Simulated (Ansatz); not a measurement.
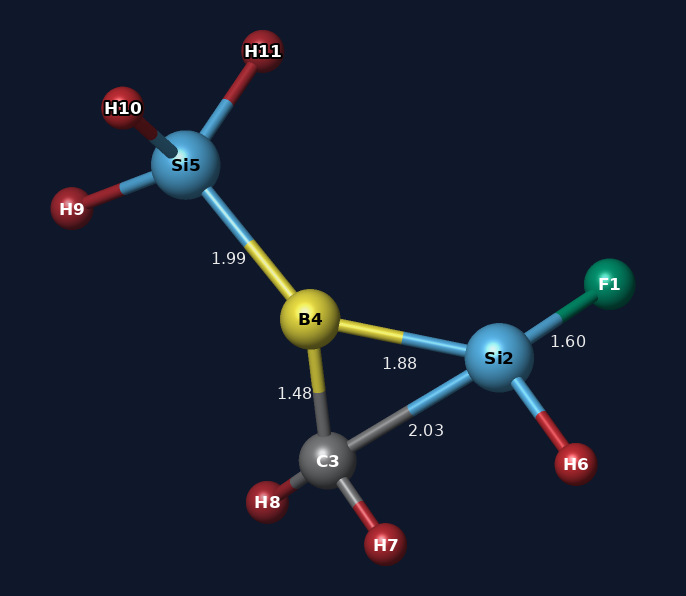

Bond lengths are marked in Å; every bond is drawn as one stick. The computed structure is the end point of a PBE0-D4/def2-TZVP optimisation. No frequency run is at hand to confirm it as a minimum.

> Which of the marked bonds are single, double, triple or aromatic?

F1–Si2 single; Si2–C3 single; Si2–B4 single; C3–B4 single; B4–Si5 single.

> Give the structure as SMILES.

F[Si@@H]1CB1[SiH3]
